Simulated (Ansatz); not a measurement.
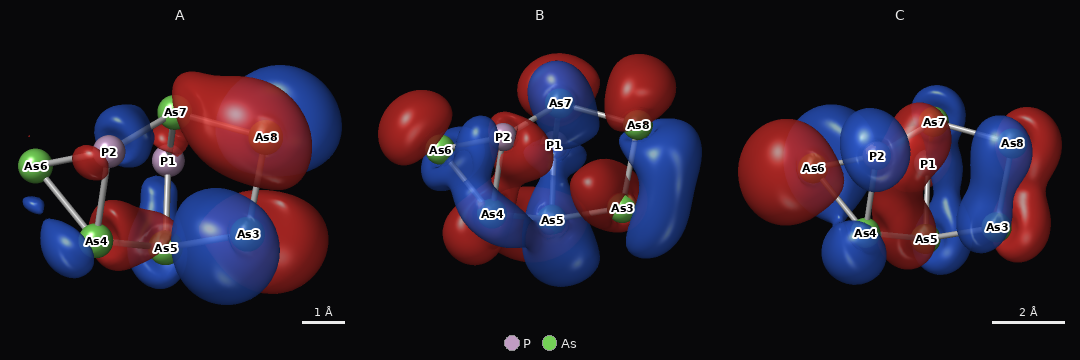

The picture shows: As6P2 (quintet). Three frontier orbitals at ±0.06 Å⁻³ᐟ² (red and blue are the two phases), in no order.

Geometry: PBE-D4/def2-SVP.

These are results of UKS PBE0-D4/def2-SVP in Ansatz, not measurements.

Input file:

```
crystal:
  periodic: [false, false, false]
  atoms:
    - {symbol: P, position_ang: [-1.387952, 0.579299, -1.484821]}
    - {symbol: P, position_ang: [0.666844, -1.812204, 0.735351]}
    - {symbol: As, position_ang: [0.077103, 2.220965, 1.226463]}
    - {symbol: As, position_ang: [2.124935, -0.398386, -0.409729]}
    - {symbol: As, position_ang: [0.623405, 1.559649, -1.124463]}
    - {symbol: As, position_ang: [1.141450, -2.319589, -1.495135]}
    - {symbol: As, position_ang: [-1.484654, -0.752621, 0.437332]}
    - {symbol: As, position_ang: [-1.761121, 0.922887, 2.115001]}
basis:
  gaussian: {orbitals: def2-SVP, initial_orbitals: start.molden}
magnetization: {spin_polarized: true, initial_magnetization: 4}
hamiltonian: {xc: pbe0, dispersion: d4}
scf: {omitted_lower_state_checks: [starts]}
output: {orbitals: {seedname: orbitals}}
```

Launched as:

```sh
ansatz run in.yaml --threads 4 --pin off --events-out ev --progress --plain --max-ram 6963MiB
```

**Which picture is the HOMO−1, the HOMO and the LUMO? All are α orbitals.**

C is the HOMO−1 (α) (−6.37 eV). Its weight (Hirshfeld) is mainly on As6 (about 50 %), P2 (about 10 %), As4 (about 10 %), As8 (about 10 %), As3 (about 5 %) and As5 (about 5 %). A is the HOMO (α) (−5.59 eV). Its weight (Hirshfeld) is mainly on As8 (about 40 %) and As3 (about 40 %); π-antibonding (π*) across As8–As3. B is the LUMO (α) (−2.01 eV). By Hirshfeld shares it lies mainly on As5 (about 25 %), As3 (about 15 %), As8 (about 15 %), As4 (about 10 %), As7 (about 10 %) and As6 (about 10 %).

**What is the gap between the highest occupied and lowest empty α orbitals?**

3.58 eV between the orbital energies.
